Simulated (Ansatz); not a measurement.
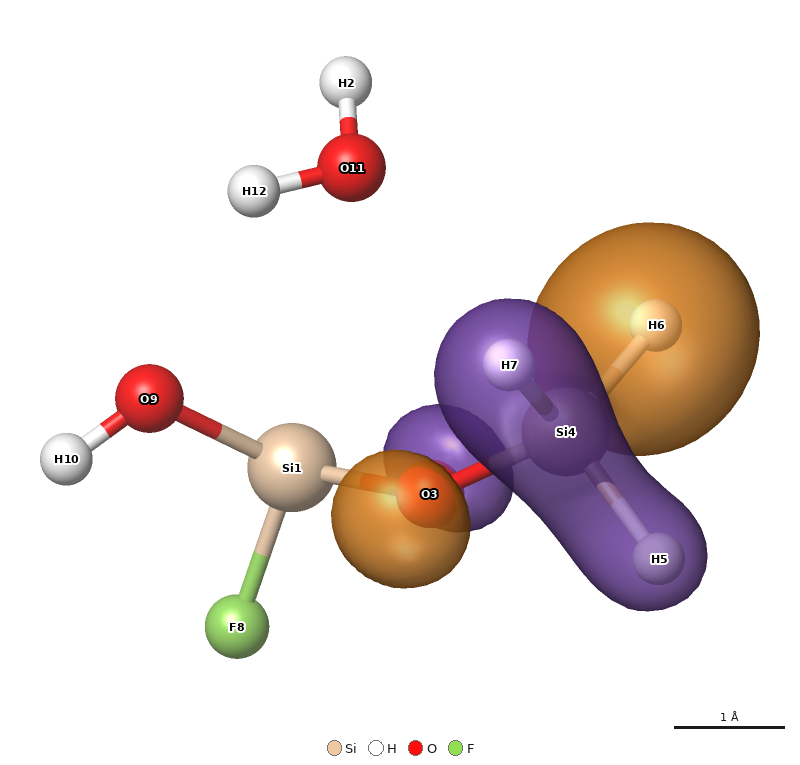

Figure 1: FH4O2Si2···H2O (doublet). The HOMO−1 (β) at ±0.15 Å⁻³ᐟ² (orange and purple are the two phases), seen at a tilt.

Method: Ansatz, UHF/def2-SVP.

```xyz
12

Si   -0.3393    0.1289   -0.4739
H     1.0121    0.1561    2.8560
O     0.9682   -0.7230   -0.8975
Si    2.4316   -1.4085   -0.5463
H     3.0358   -1.8311   -1.8283
H     3.3264   -0.4281    0.1003
H     2.2547   -2.5960    0.3114
F    -1.2248    0.3421   -1.8065
O    -1.3282   -0.7189    0.5439
H    -2.1669   -1.0007    0.2086
O     0.9675   -0.4785    2.1570
H     0.0977   -0.8556    2.1959
```

Describe this orbital and give its energy.

Answer. It lies mainly on Si4 (about 30 %), H6 (about 30 %), O3 (about 15 %) and H7 (about 10 %). Its energy is −12.46 eV.
